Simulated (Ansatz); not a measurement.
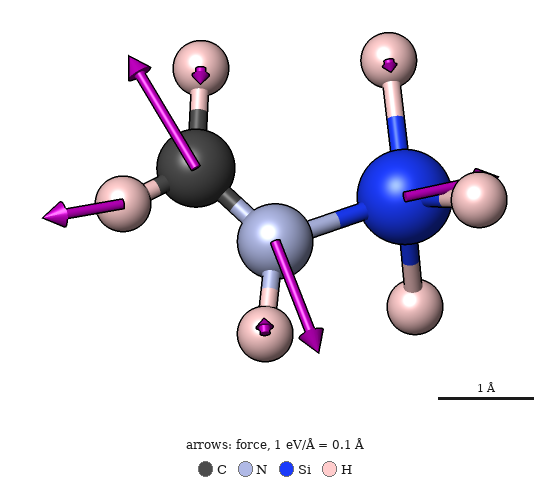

Starting geometry of CH$_{6}$NSi (charge +1) with the computed forces as purple arrows. A ball-and-stick model, seen at a tilt.

It is one of the separated reactants of a reaction.

Method: Ansatz 0.2.0, RKS PBE-D4/def2-SVP. Settings: force threshold 0.03 eV/Å; at most 250 steps.

### Is this structure relaxed? If not, where do the atoms go?

It isn't relaxed: the largest force vector, on the C atom, is 14.39 eV/Å. The final displacements follow the starting forces only in part (cosine between the two patterns 0.40). The energy falls by 4.144 eV in 6 geometry steps. The largest force component goes from 11 to 0.019 eV/Å. The atom that moves furthest after the best rigid fit is an H atom (0.51 Å). By element the largest moves are H 0.51 Å, C 0.31 Å, Si 0.28 Å, N 0.10 Å. Near-neighbour distances that change, for instance: C–Si 2.273 → 2.865 Å, N–Si 1.571 → 1.891 Å, C–H 0.944 → 1.106 Å, C–N 1.144 → 1.289 Å. Bond angles that change, for instance: N–C–H 106.0° → 120.9°, C–N–Si 112.8° → 127.6°, C–N–H 125.5° → 115.7°.
